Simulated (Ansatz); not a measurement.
Start from CdSe in the zinc blende structure (space group F-43m, No. 216; a = 6.0817 Å).

Structures relaxed with Ansatz (a program for electronic structure), PBEsol, PAW, cutoff 420 eV, spin-orbit coupling left out.

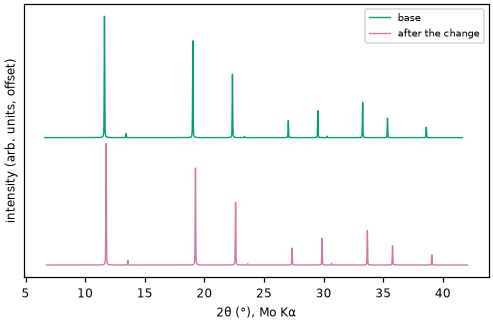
Figure: Simulated powder patterns before (top) and after one change

Task: Which of these changes matches the shifts?
A. Cd → Ge
B. Cd → Bi
C. Se → As

Result: C, Se → As. Its volume per atom is 27.16 Å³ against 28.12 Å³, and its space group is F-43m (No. 216).

Stability against distortions was not tested. As relaxed here, CdAs, GeSe and BiSe are hypothetical phases, not in the database extracts checked. All final runs are without spin polarisation. An odd electron count without spin: CdAs and BiSe.
